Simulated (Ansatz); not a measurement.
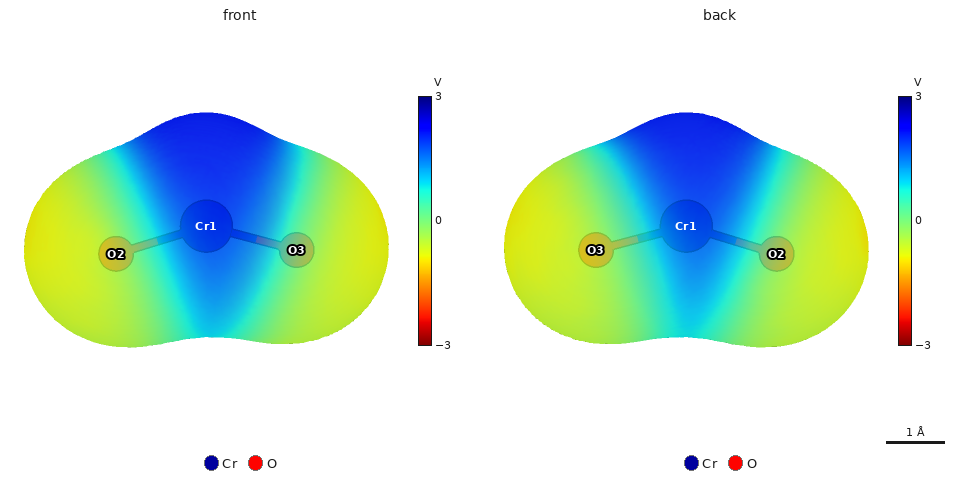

*CrO2 (quintet). The molecular electrostatic potential painted on the density surface at 0.002 e/bohr³, seen from the front and from behind; red is negative and blue positive.*

Geometry: PBE-D4/def2-TZVP.

Computed with Ansatz 0.2.0, UKS PBE0-D4/def2-TZVP.

```
atom    x (Å)    y (Å)    z (Å)
  Cr   0.0397   0.1121   0.2787
   O   1.4380   0.4267  -0.5410
   O  -1.4776  -0.5388   0.2623
```

Where is the surface potential most negative and most positive?

The most negative region (about −0.9 V, or −21 kcal/mol for a unit charge) lies over O2 and O3, the most positive (about +2.1 V, or +48 kcal/mol for a unit charge) over Cr1.
